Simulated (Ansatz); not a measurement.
# Two runs on B2H4F2

System: B2H4F2.
Method of run A: RKS PBE-QIDH (frozen core)/def2-TZVPP (Ansatz 0.2.0).

The geometry comes from this level: PBE0-D4/def2-TZVP. Text and figures count atoms from 1; the logs count them from 0 in places.

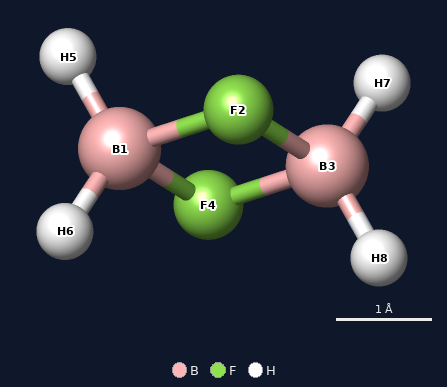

The input geometry (ball-and-stick view, seen at a tilt; atoms are numbered from 1 in the order of the input). Bond lengths as drawn: B–F 1.54 Å and B–H 1.19 Å.

Input, run A:
```yaml
crystal:
  periodic: [false, false, false]
  atoms:
    - {symbol: B, position_ang: [-0.487991, 0.947259, -0.293838]}
    - {symbol: F, position_ang: [0.637273, 0.536019, 0.670614]}
    - {symbol: B, position_ang: [0.488040, -0.947230, 0.293853]}
    - {symbol: F, position_ang: [-0.636813, -0.535919, -0.671088]}
    - {symbol: H, position_ang: [-0.035961, 1.557316, -1.210261]}
    - {symbol: H, position_ang: [-1.440156, 1.308423, 0.322021]}
    - {symbol: H, position_ang: [1.440207, -1.309063, -0.321607]}
    - {symbol: H, position_ang: [0.035411, -1.556794, 1.210316]}
basis:
  gaussian: {orbitals: def2-TZVPP}
hamiltonian: {xc: {name: PBE-QIDH}}
```

Hardware: 4 CPU threads, shared host.

Output (run A):
```
Functional definition: PBE-QIDH
  parameter a = 3^(-1/3)
  parameter c = 1/3
  exchange = (1 - a)*pbe_x + a*exact_x
  correlation = (1 - c)*pbe_c + c*(mp2_os + mp2_ss)
1096 factors; integrals over basis functions are off by at most 9.5e-4 eV
mean field evaluation 1: about -6839.4738 eV, gradient 2.4e1 eV
mean field evaluation 2: about -6839.4749 eV, gradient 2.4e1 eV
mean field evaluation 4: about -6840.5328 eV, gradient 2.7e0 eV
mean field evaluation 8: about -6840.5476 eV, gradient 3.5e-2 eV
mean field evaluation 16: about -6840.5476 eV, gradient 1.8e-6 eV
mean field -6840.54762565 eV, -251.3854885530 hartree, gradient 1.8e-6 eV, S^2 0.000000; 0 other end points of the search recorded, 0 dependent functions left out
4 core orbitals not correlated: weight in the atoms' cores, before any rotation towards them, 1.000 or more for the frozen orbitals, at most 0.000 for the correlated occupied ones
reference -6840.54763829 eV, -251.3854890173 hartree; 12, 12 occupied and 164, 164 virtual orbitals, 1096 factors
second order -22.15072396 eV of doubles, -0.00000000 eV of singles
Total energy: -6847.93121294 eV, -251.6568303811 hartree
```

For run B the input was changed thus:
```diff
-hamiltonian: {xc: {name: PBE-QIDH}}
+hamiltonian: {xc: {name: B2PLYP}}
```

Predict how the results change.

The total energies belong to different methods, so their difference says nothing on which is more stable or more accurate. The functional changes from PBE-QIDH to B2PLYP.

Output (run B):
```
Functional definition: B2PLYP
  parameter a = 0.53
  parameter c = 0.27
  exchange = (1 - a)*b88_x + a*exact_x
  correlation = (1 - c)*lyp_c + c*(mp2_os + mp2_ss)
1096 factors; integrals over basis functions are off by at most 9.5e-4 eV
mean field evaluation 1: about -6844.2432 eV, gradient 2.5e1 eV
mean field evaluation 2: about -6844.2433 eV, gradient 2.5e1 eV
mean field evaluation 4: about -6845.2588 eV, gradient 2.9e0 eV
mean field evaluation 8: about -6845.2727 eV, gradient 1.2e-2 eV
mean field -6845.27270343 eV, -251.5591319586 hartree, gradient 1.7e-6 eV, S^2 0.000000; 0 other end points of the search recorded, 0 dependent functions left out
4 core orbitals not correlated: weight in the atoms' cores, before any rotation towards them, 1.000 or more for the frozen orbitals, at most 0.000 for the correlated occupied ones
reference -6845.27286130 eV, -251.5591377602 hartree; 12, 12 occupied and 164, 164 virtual orbitals, 1096 factors
second order -23.64292461 eV of doubles, -0.00000000 eV of singles
Total energy: -6851.65645094 eV, -251.7937303526 hartree
```

The two runs side by side:

```tsv
quantity	run A	run B
outcome	converged	converged
total energy (hartree)	−251.656830	−251.793730
basis functions	180	180
wall time (shared host)	2.4 s	3.1 s
```
